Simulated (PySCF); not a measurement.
## A study: CFO, doublet, SMILES `F[C]=O`

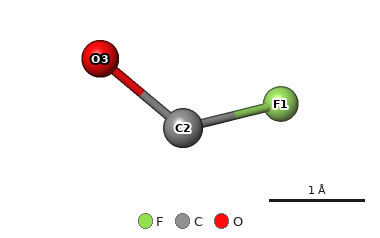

The molecule, with its atoms numbered as below. No frequency check shows the geometry to be a minimum.

Geometry (Å), atoms numbered from 1:

```
F1      -1.0961   -0.1238    0.0000
C2       0.1191    0.4060    0.0000
O3       1.1438   -0.1652    0.0000
```

### 1. Bonding charge

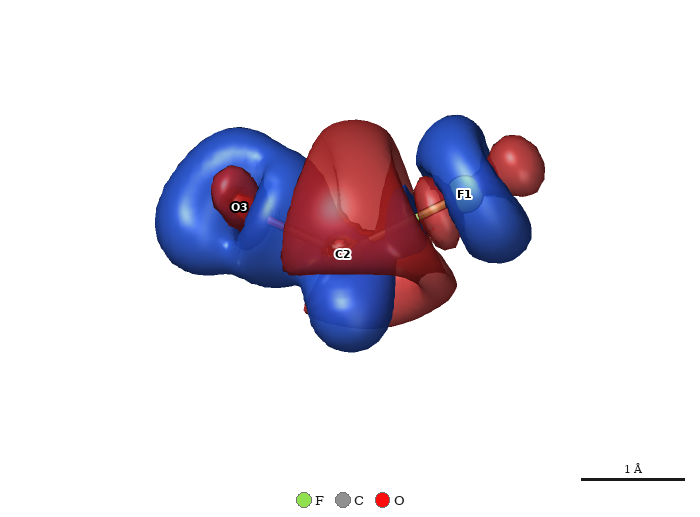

Deformation density (molecule less spherical, spin-averaged free atoms at the same positions), surfaces at ±0.04 e/Å³; blue: gain, red: loss.

Computed with PySCF, ωB97X/cc-pVDZ, geometry: GFN2-xTB. The stability of the open-shell solution wasn't checked. GFN2-xTB doesn't know the spin state, so this open-shell geometry is rough.

**How much density has each bond gained at its critical point, relative to the free atoms?**

C2–O3: +0.63 e/Å³ at the bond critical point (bond length 1.17 Å, Mayer order 2.4). F1–C2: +0.05 e/Å³ at the bond critical point (bond length 1.33 Å, Mayer order 1.2); up to 0.6 Å beside the axis the gain reaches +0.19 e/Å³. In all, 0.6 electrons gather in the regions of gain relative to the promolecule. A small or negative value marks a very polar bond, one between electron-rich atoms, whose free-atom densities already overlap strongly, a long bond to a heavier atom, or a closed-shell contact such as a hydrogen bond.

**Where do the Hirshfeld charges lie?**

The highest Hirshfeld charge is on C2 (+0.19 e), the lowest on O3 (−0.15 e).

### 2. Bond critical points

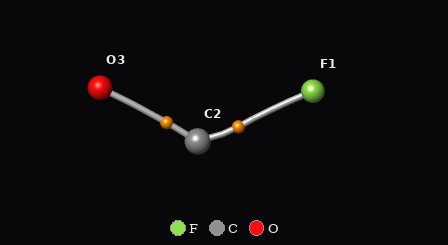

Molecular graph of the electron density (QTAIM): bond paths, bond critical points (orange), ring points (yellow, if any); weak paths are dashed.

**How many critical points of each kind are there, and does the count close?**

3 nuclei, 2 bond, 0 ring and 0 cage critical points: 3 − 2 + 0 − 0 = 1, as the Poincaré–Hopf relation requires.

**Give the properties at the bond critical points.**

| bond | length (Å) | ρ (a.u.) | ∇²ρ (a.u.) | ε | H (a.u.) |
| --- | --- | --- | --- | --- | --- |
| C2–O3 | 1.173 | 0.429 | +1.24 | 0.01 | −0.710 |
| F1–C2 | 1.326 | 0.269 | −0.16 | 0.23 | −0.384 |

**What kind of interaction is C2–O3?**

Polar or intermediate (positive Laplacian, negative energy density H): ρ = 0.429, ∇²ρ = +1.24, H = −0.710 a.u.

### 3. Electrostatic potential

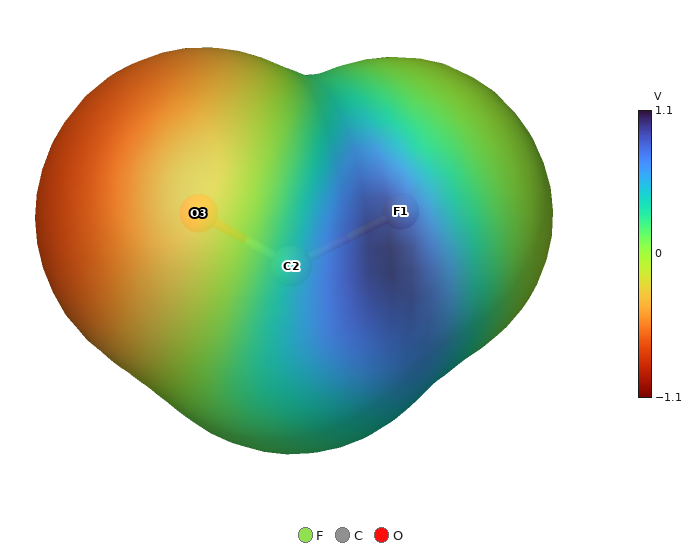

Electrostatic potential on the surface of electron density 0.001 a.u.

**Where are the extremes of the potential on the surface?**

Highest: 1.04 V, off the F1–C2 bond (1.8 to 1.9 Å from its atoms), and at like points elsewhere. Further maxima include 0.02 V, 1.5 Å from F1. Lowest: −0.73 V, 1.7 Å from O3. Further minima include −0.07 V, 1.6 Å from F1; −0.05 V, 1.6 Å from F1. The surface is sampled at points, so like sites can differ by a few per cent and only the strongest of them is named.

**What volume does the surface enclose, and what is the dipole moment?**

About 44 Å³; the dipole moment is 0.8 D.

### 4. Spin density

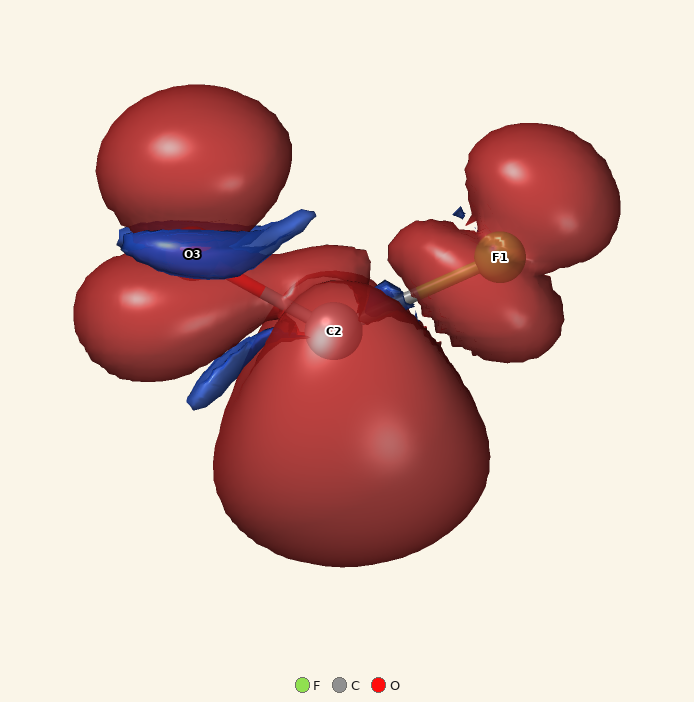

Spin density ρα − ρβ at ±0.01 e/Å³ (red: excess α, blue: excess β).

**Give the atomic spin populations that go with this picture.**

Hirshfeld spin populations: C2 +0.63, O3 +0.21 and F1 +0.16. ⟨S²⟩ = 0.75, as for a pure state. The picture also shows regions of β spin from spin polarisation; the Hirshfeld sums, whose atoms overlap, net them against the α spin of neighbours.

### 5. In an electric field

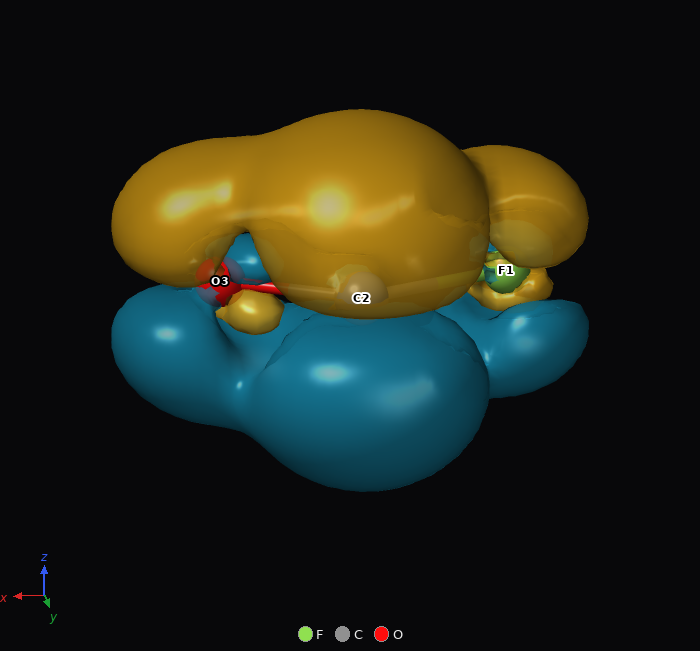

Change of the electron density in a uniform field of 0.41 V/Å, surfaces at ±0.0015 e/Å³ (yellow: gain, teal: loss).

PySCF calculation, B3LYP/6-311G**, gas phase; geometry: GFN2-xTB. A basis without diffuse functions makes polarisabilities too small. The stability of the open-shell solution wasn't checked. GFN2-xTB doesn't know the spin state, so this open-shell geometry is rough.

**Along which Cartesian direction does the field point?**

Along −z: electrons gather on the +z side, against the field.

**What dipole is induced, and what polarisability does it imply?**

The induced dipole is 0.18 D (along the field); α along this axis, from the fields in both directions, is 9 bohr³ (1.3 Å³).

**Which atoms gain and lose the most charge?**

Hardly any: no atom's Hirshfeld charge changes by as much as 0.002 e. The density shifts from one side of each atom to the other; 0.026 electrons are displaced in all.

### 6. Removing or adding an electron

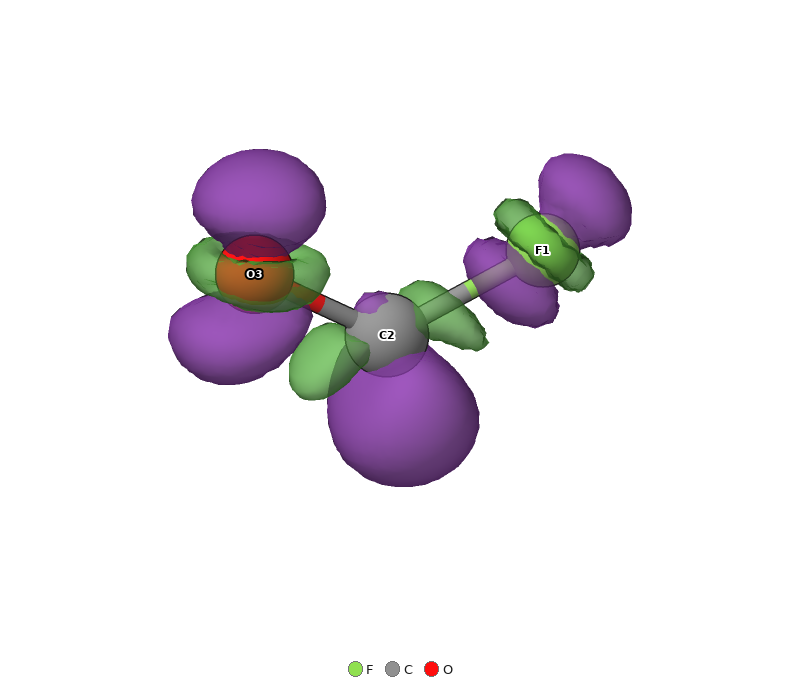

Fukui function f⁻ = ρ(N) − ρ(N−1) at fixed geometry, surfaces at ±0.1 e/Å³ (purple positive, green negative).

Level of theory: HF/cc-pVTZ (PySCF), at a geometry from GFN2-xTB. GFN2-xTB doesn't know the spin state, so this open-shell geometry is rough.

**On which atoms does the density change most on removal of an electron?**

f⁻ (Hirshfeld-condensed) is largest on C2 (0.42) and O3 (0.35); the vertical ionisation energy is 11.68 eV (to the singlet cation, which needn't be its lowest state). Condensed values hint at sites of electrophilic attack but needn't mark the atom that reacts. Orbital relaxation makes it negative in places (0.18 e in all).

| atom | f⁻ | charge |
| --- | --- | --- |
| F1 | +0.23 | −0.08 |
| C2 | +0.42 | +0.31 |
| O3 | +0.35 | −0.23 |

The PySCF runs shown took 5.4 s, 9.7 s and 2.5 s on 1 thread of Intel(R) Xeon(R) Platinum 8259CL CPU @ 2.50GHz (Skylake/Cascade Lake), on a shared host.
